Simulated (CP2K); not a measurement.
# CH3AlF2 (SMILES [CH3][Al]([F])[F]) at revPBE-D3(BJ)/TZV2P-MOLOPT-PBE-GTH (core potential)

What is the energy change on altering one bond length of CH3AlF2 at revPBE-D3(BJ)/TZV2P-MOLOPT-PBE-GTH (core potential)? 

Program for the calculation: CP2K 2026.2.

## Step 1: The structure to begin with

CH3AlF2 has 7 atoms, charge 0, and is taken as a singlet. SMILES: `[CH3][Al]([F])[F]`. The coordinates come from a PBE0-D4/def2-TZVP relaxation.

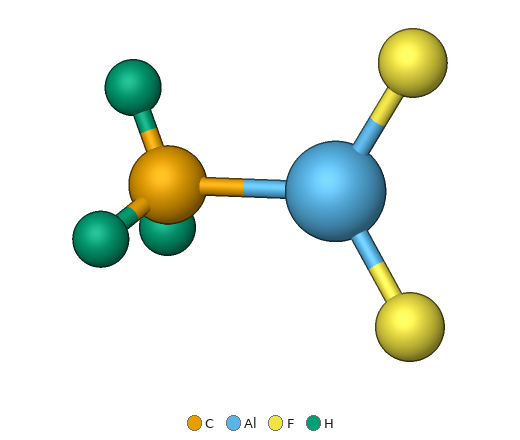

Viewed from a chosen angle; carbon amber, aluminium blue, fluorine yellow, hydrogen teal.

## Step 2: The energy at revPBE-D3(BJ)/TZV2P-MOLOPT-PBE-GTH (core potential)

molecule.inp

```
&FORCE_EVAL
  METHOD QS
  &DFT
    BASIS_SET_FILE_NAME BASIS_MOLOPT_UZH
    POTENTIAL_FILE_NAME POTENTIAL_UZH
    &QS
      METHOD GPW
      EPS_DEFAULT 1.0E-10
    &END
    &MGRID
      CUTOFF 400
      REL_CUTOFF 50
      NGRIDS 4
    &END
    # cluster boundary conditions
    &POISSON
      PERIODIC NONE
      POISSON_SOLVER MULTIPOLE
    &END
    &SCF
      SCF_GUESS ATOMIC
      EPS_SCF 1.0E-06
      MAX_SCF 150
      ADDED_MOS 10
      &DIAGONALIZATION
        ALGORITHM STANDARD
      &END
      &MIXING
        METHOD BROYDEN_MIXING
        ALPHA 0.3
        NBUFFER 4
      &END
    &END
    # functional
    &XC
      &XC_FUNCTIONAL
        &PBE
          PARAMETRIZATION REVPBE
        &END
      &END
      &VDW_POTENTIAL
        POTENTIAL_TYPE PAIR_POTENTIAL
        &PAIR_POTENTIAL
          TYPE DFTD3(BJ)
          PARAMETER_FILE_NAME dftd3.dat
          REFERENCE_FUNCTIONAL revPBE
          R_CUTOFF 15
        &END
      &END
    &END
    # extra output
    &PRINT
      &MOMENTS
        PERIODIC F
        REFERENCE COM
        MAX_MOMENT 1
      &END
      &MO ON
        ENERGIES T
        OCCUPATION_NUMBERS T
        NDIGITS 6
        &EACH
          QS_SCF 0
        &END
        ADD_LAST NUMERIC
      &END
      &HIRSHFELD OFF
      &END
    &END
  &END
  # structure
  &SUBSYS
    # box in angstrom
    &CELL
      ABC 9.6 10.7 9.3
      PERIODIC NONE
    &END
    &COORD
      SCALED T
      C    0.45080208   0.61985514   0.45501075
      Al   0.50775000   0.45330374   0.50707527
      F    0.63484375   0.42869626   0.62212903
      F    0.43311458   0.32793925   0.43996774
      H    0.36515625   0.61892991   0.37787097
      H    0.41748958   0.67206075   0.55004301
      H    0.53775000   0.67153738   0.40775269
    &END
    &KIND C
      BASIS_SET TZV2P-MOLOPT-PBE-GTH-q4
      POTENTIAL GTH-PBE-q4
    &END
    &KIND Al
      BASIS_SET TZV2P-MOLOPT-PBE-GTH-q3
      POTENTIAL GTH-PBE-q3
    &END
    &KIND F
      BASIS_SET TZV2P-MOLOPT-PBE-GTH-q7
      POTENTIAL GTH-PBE-q7
    &END
    &KIND H
      BASIS_SET TZV2P-MOLOPT-PBE-GTH-q1
      POTENTIAL GTH-PBE-q1
    &END
  &END
&END

&GLOBAL
  PROJECT_NAME molecule
  RUN_TYPE ENERGY
  PRINT_LEVEL MEDIUM
&END
```

Command:

```sh
$ OMP_NUM_THREADS=1 cp2k.psmp -i molecule.inp -o molecule.out
```

Log (excerpt; [...] marks lines left out):

```text
CP2K| version string:                                       CP2K version 2026.2
[...]
 GLOBAL| Method name                                                        CP2K
[...]
 GLOBAL| Run type                                                         ENERGY
[...]
 DFT| Spin restricted Kohn-Sham (RKS) calculation                            RKS
 DFT| Multiplicity                                                             1
[...]
 DFT| Charge                                                                   0
[...]
 FUNCTIONAL| PBE:
[...]
 QS| Method:                                                                 GPW
[...]
 QS| Density cutoff [a.u.]:                                                200.0
[...]
 QS| Relative density cutoff [a.u.]:                                        25.0
[...]
                             - Atoms:                                          7
[...]
                             - Spherical basis functions:                    158
[...]
 Number of electrons:                                                         24
[...]
     1 NoMix/Diag. 0.30E+00    1.4     1.78045417       -57.7437853380 -5.77E+01
[...]
    28 Broy./Diag. 0.30E+00    0.9     0.00000074       -58.2373743025 -6.40E-07
  *** SCF run converged in    28 steps ***
[...]
  Overlap energy of the core charge distribution:               0.00000090442244
  Self energy of the core charge distribution:               -151.89895843811240
  Core Hamiltonian energy:                                     43.32817063158113
  Hartree energy:                                              63.44340198940447
  Exchange-correlation energy:                                -13.10164801020776
  Dispersion energy:                                           -0.00834137963552
  Total energy:                                               -58.23737430254763
[...]
                     Mulliken Population Analysis
 #  Atom  Element  Kind  Atomic population                           Net charge
       1     C        1          4.144697                             -0.144697
       2     Al       2          1.888353                              1.111647
       3     F        3          7.490298                             -0.490298
       4     F        3          7.488806                             -0.488806
       5     H        4          0.991050                              0.008950
       6     H        4          0.998243                              0.001757
       7     H        4          0.998554                              0.001446
 # Total charge                             24.000000                 -0.000000
[...]
  Dipole moment [Debye]
    X= -0.6564307E+00 Y=  0.2109888E+01 Z= -0.5827948E+00  Total=      2.2852083
 ENERGY| Total FORCE_EVAL ( QS ) energy [hartree]            -58.237374302547629
[...]
```

Run time: 27 s. Hardware: 1 thread of AMD EPYC 9B45 (Zen 5), shared host; peak memory 1.2 GiB.

## Step 3: The distorted shape

calc.inp

```
&FORCE_EVAL
  METHOD Quickstep
  &DFT
    BASIS_SET_FILE_NAME BASIS_MOLOPT_UZH
    POTENTIAL_FILE_NAME POTENTIAL_UZH
    CHARGE 0
    MULTIPLICITY 1
    ! Quickstep
    &QS
      METHOD GPW
      EPS_DEFAULT 1.0E-10
    &END QS
    &MGRID
      CUTOFF 400
      REL_CUTOFF 50
      NGRIDS 4
    &END MGRID
    &POISSON
      PERIODIC NONE
      POISSON_SOLVER MULTIPOLE
    &END POISSON
    ! SCF settings
    &SCF
      SCF_GUESS ATOMIC
      EPS_SCF 1.0E-06
      MAX_SCF 150
      ADDED_MOS 3
      &DIAGONALIZATION
        ALGORITHM STANDARD
      &END DIAGONALIZATION
      &MIXING
        METHOD BROYDEN_MIXING
        ALPHA 0.3
        NBUFFER 8
      &END MIXING
    &END SCF
    &XC
      &XC_FUNCTIONAL
        &PBE
          PARAMETRIZATION REVPBE
        &END PBE
      &END XC_FUNCTIONAL
      &VDW_POTENTIAL
        POTENTIAL_TYPE PAIR_POTENTIAL
        &PAIR_POTENTIAL
          TYPE DFTD3(BJ)
          PARAMETER_FILE_NAME dftd3.dat
          REFERENCE_FUNCTIONAL revPBE
          R_CUTOFF 15
        &END PAIR_POTENTIAL
      &END VDW_POTENTIAL
    &END XC
    &PRINT
      &MOMENTS
        PERIODIC F
        REFERENCE COM
        MAX_MOMENT 1
      &END MOMENTS
      &MO ON
        ENERGIES T
        OCCUPATION_NUMBERS T
        NDIGITS 6
        &EACH
          QS_SCF 0
        &END EACH
        ADD_LAST NUMERIC
      &END MO
      &HIRSHFELD OFF
      &END HIRSHFELD
    &END PRINT
  &END DFT
  &SUBSYS
    &CELL
      ABC [angstrom] 9.6 11.1 9.3
      PERIODIC NONE
    &END CELL
    &COORD
      C      4.327700     6.609016     4.213290
      Al     4.874400     4.826916     4.697490
      F      6.094500     4.563616     5.767490
      F      4.157900     3.485516     4.073390
      H      3.505500     6.599116     3.495890
      H      3.752067     7.614484     5.804110
      H      5.162400     7.162016     3.773790
    &END COORD
    &KIND C
      BASIS_SET TZV2P-MOLOPT-PBE-GTH-q4
      POTENTIAL GTH-PBE-q4
    &END KIND
    &KIND Al
      BASIS_SET TZV2P-MOLOPT-PBE-GTH-q3
      POTENTIAL GTH-PBE-q3
    &END KIND
    &KIND F
      BASIS_SET TZV2P-MOLOPT-PBE-GTH-q7
      POTENTIAL GTH-PBE-q7
    &END KIND
    &KIND H
      BASIS_SET TZV2P-MOLOPT-PBE-GTH-q1
      POTENTIAL GTH-PBE-q1
    &END KIND
  &END SUBSYS
&END FORCE_EVAL
&GLOBAL
  PROJECT calc
  RUN_TYPE ENERGY
  PRINT_LEVEL MEDIUM
&END GLOBAL
```

Command:

```sh
$ OMP_NUM_THREADS=1 cp2k.psmp calc.inp > calc.out
```

Log (excerpt; [...] marks lines left out):

```text
CP2K| version string:                                       CP2K version 2026.2
[...]
 GLOBAL| Method name                                                        CP2K
[...]
 GLOBAL| Run type                                                         ENERGY
[...]
 DFT| Spin restricted Kohn-Sham (RKS) calculation                            RKS
 DFT| Multiplicity                                                             1
[...]
 DFT| Charge                                                                   0
[...]
 FUNCTIONAL| PBE:
[...]
 QS| Method:                                                                 GPW
[...]
 QS| Density cutoff [a.u.]:                                                200.0
[...]
 QS| Relative density cutoff [a.u.]:                                        25.0
[...]
                             - Atoms:                                          7
[...]
                             - Spherical basis functions:                    158
[...]
 Number of electrons:                                                         24
[...]
     1 NoMix/Diag. 0.30E+00    0.8     1.75733290       -57.6386049449 -5.76E+01
[...]
    22 Broy./Diag. 0.30E+00    1.0     0.00000080       -58.1195294526 -1.61E-06
  *** SCF run converged in    22 steps ***
[...]
  Overlap energy of the core charge distribution:               0.00000061058409
  Self energy of the core charge distribution:               -151.89895843811240
  Core Hamiltonian energy:                                     42.97836112120722
  Hartree energy:                                              63.74830788568057
  Exchange-correlation energy:                                -12.93795375380739
  Dispersion energy:                                           -0.00928687819331
  Total energy:                                               -58.11952945264121
[...]
  Dipole moment [Debye]
    X= -0.4631261E+00 Y=  0.1732621E+01 Z= -0.1121032E+01  Total=      2.1149882
 ENERGY| Total FORCE_EVAL ( QS ) energy [hartree]            -58.119529452641210
[...]
```

Run time: 23 s. Hardware: 1 thread of AMD EPYC 9B45 (Zen 5), shared host; peak memory 1.5 GiB.

## Step 4: Results

Level: revPBE-D3(BJ)/TZV2P-MOLOPT-PBE-GTH (core potential).

| quantity | value |
| --- | --- |
| first shape: total energy | -58.23737 Eh |
| first shape: dipole moment | 2.29 D |
| first shape: HOMO energy | -7.87 eV |
| first shape: LUMO energy | -1.22 eV |
| first shape: HOMO–LUMO gap | 6.64 eV |
| first shape: dispersion energy | -21.90 kJ/mol |
| distorted shape: total energy | -58.11953 Eh |
| distorted shape: dipole moment | 2.11 D |
| distorted shape: HOMO energy | -7.51 eV |
| distorted shape: LUMO energy | -3.51 eV |
| distorted shape: HOMO–LUMO gap | 4.00 eV |
| distorted shape: dispersion energy | -24.38 kJ/mol |
| energy change with the C1–H6 bond stretched from 1.093 to 1.968 Å | 3.207 eV |

In words: With the C1–H6 bond stretched from 1.093 to 1.968 Å the energy rises by 3.21 eV (309 kJ/mol). The first shape isn't relaxed at this level, so the change isn't measured from a minimum.
